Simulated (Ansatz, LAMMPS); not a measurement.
# Amorphous 14HfO2-86SiO2 (mol %) (84 atoms): relaxation and levels of theory

Which bonds does the relaxation leave, and how do the Kohn-Sham gap, forces and pressure change with k-mesh and functional?

Calculated with Ansatz 0.2.0: Kohn-Sham DFT, PBE, PAW (set soft_2), plane waves; cutoff 420 eV, Γ point, fermi-dirac smearing of 0.025 eV.

**The cell**

Density at the start: 3.03 g/cm³. The cell holds 84 atoms: 4 Hf, 24 Si and 56 O. Cell: a = 10.780 Å, b = 10.780 Å, c = 10.780 Å, α = 90.0°, β = 90.0°, γ = 90.0°. 84 atoms (4 Zr, 24 Si, 56 O) placed at random at 2.56 g/cm³, melted at 5000 K for 10 ps at fixed volume with the Morse and Coulomb pair potential with partial charges (Pedone, Malavasi, Menziani, Cormack and Segre, J. Phys. Chem. B 110, 11780 (2006)). Quenched from 5000 K to 300 K at 50 K/ps and fixed volume, held 5 ps, then minimised at fixed cell. Then Zr was replaced by Hf (the potential has no terms for the new elements, so the cell is a start for a DFT relaxation).

Cell and atoms were relaxed with PBE. The walk converged after 11 steps by the program's count, with a largest force component of 0.0365 eV/Å; it began at an r.m.s. force component of 0.96 eV/Å. The edges went from 10.780, 10.780, 10.780 to 10.778, 11.192, 10.405 Å, and the volume from 14.915 to 14.940 Å³ an atom (+0.2 %).

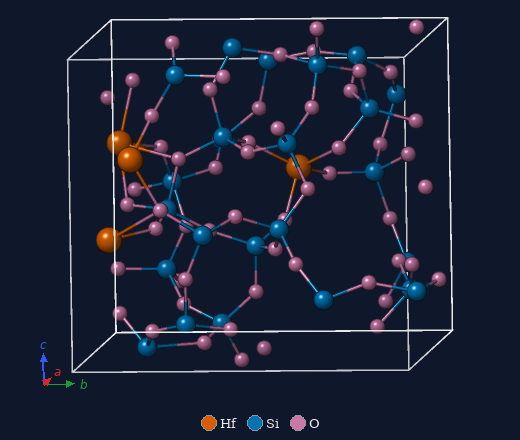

The relaxed cell. Bonds to atoms that aren't drawn are left out.

The input of the reference single point:

```yaml
crystal:
  lattice:
    - [10.77767, 0.01451, -0.07335]
    - [0.01451, 11.19184, 0.05002]
    - [-0.07335, 0.05002, 10.40478]
  atoms:
    - { symbol: Hf, position: [0.41312, 0.09652, 0.6795] }
    - { symbol: Hf, position: [0.94413, 0.0572, 0.55882] }
    - { symbol: Hf, position: [0.37313, 0.63315, 0.60346] }
    - { symbol: Hf, position: [0.72697, 0.01928, 0.32982] }
    [... 78 atom lines left out ...]
    - { symbol: O, position: [0.40271, 0.49702, 0.20275] }
    - { symbol: O, position: [0.73963, 0.62703, 0.74812] }
kpoints:
  mp_grid: { grid: [1, 1, 1] }
hamiltonian:
  xc: pbe
scf:
  occupations: { method: fermi_dirac, width: 0.025 }
output:
  forces: true
  stress: true
  populations: true
  dos:
    method: { smearing: { sigma: 0.08 } }
    de: 0.05
    projected: { site_lists: { Hf: [Hf], O: [O], Si: [Si] } }
  eigenvalues: true
  write_density: true
  write_potential: true
  volumetric_format: npy
```

**Bonds after relaxation**

Bonds by pair of elements; cutoffs follow the first minimum of g(r), held within bounds set by covalent radii, and pairs that aren't listed don't count as bonded:

| pair A-B | cutoff (Å) | bonds | mean length (Å) | spread (Å) | shortest (Å) | B about A | A about B |
| --- | --- | --- | --- | --- | --- | --- | --- |
| O-Si | 2.16 | 96 | 1.64 | 0.049 | 1.56 | 1.71 | 4 |
| O-Hf | 2.82 | 21 | 2.10 | 0.177 | 1.93 | 0.375 | 5.25 |

How many atoms have how many bonded neighbours:

| element | mean | 2 | 3 | 4 | 5 | 6 |
| --- | --- | --- | --- | --- | --- | --- |
| Hf | 5.25 | 0 | 0 | 1 | 1 | 2 |
| O | 2.09 | 51 | 5 | 0 | 0 | 0 |
| Si | 4 | 0 | 0 | 24 | 0 | 0 |

**Levels of theory**

Single points at the relaxed geometry:

```
functional  k-mesh  Kohn-Sham gap (eV)  pressure (GPa)  r.m.s. force component (eV/Å)  SCF cycles     time
       PBE   1×1×1               4.198            0.00                          0.010          10     18 s
       PBE   2×2×2               4.195            0.00                          0.011          10  2.5 min
     HSE06   1×1×1               5.894           -4.53                          0.193          21  4.5 min
    r2SCAN   1×1×1               4.794           -4.48                          0.157          10     41 s
    PBEsol   1×1×1               4.149           -2.69                          0.079          10     16 s
```

The gap is that between the highest filled and lowest empty Kohn-Sham level on the run's k-points. Cutoffs: 420 eV for PBE, HSE06 and PBEsol; 500 eV for r2SCAN. Times come from shared hosts and are rough.

**Findings**

By these cutoffs 50 % of Hf atoms have 6, 91 % of O atoms have 2 and 100 % of Si atoms have 4 neighbours. The Kohn-Sham gap is 4.20 eV with PBE on the 1×1×1 mesh and 4.19 eV on 2×2×2. On the 1×1×1 mesh HSE06 changes the gap by +1.70 eV against PBE. Carrying that shift over to the 2×2×2 mesh gives 4.19 + 1.70 = 5.89 eV, an estimate that takes the shift to be alike at all k-points. On the reference's mesh the gap changes with r2SCAN by +0.60 eV and PBEsol by -0.05 eV. Against the reference the pressure changes with HSE06 by -4.5 GPa, r2SCAN by -4.5 GPa and PBEsol by -2.7 GPa; a negative change means a smaller volume than PBE would take. The denser mesh moves the energy by -0.7 meV/atom and the pressure by +0.01 GPa.

Limits: All single points share the geometry relaxed with PBE. One sample; tail or defect levels can set the gap of a disordered cell. The quench rate of 50 K/ps is many orders above laboratory rates, so the cell is likely richer in defects and strain than a real sample. The network of bonds at the start is that of the classical potential that made the cell, and needn't be the one that DFT or experiment would give. Spin–orbit coupling is left out, which matters for the levels of the heavy elements. In some runs the program notes that the exchange-correlation potential is rough where the density is thin, it cut back its work space to fit the memory limit, the exchange threshold is loose for the stress and the SCF threshold is loose for the stress.

[Logs are printed without paths, hosts, clocks, repeated set-up lines and the standing remarks that a program may print on its own settings, such as how far it seeks lower states.]

[Hosts, paths, dates, database ids (printed as entryN), source tags and the programs' standing remarks are cut or masked in the printed files.]
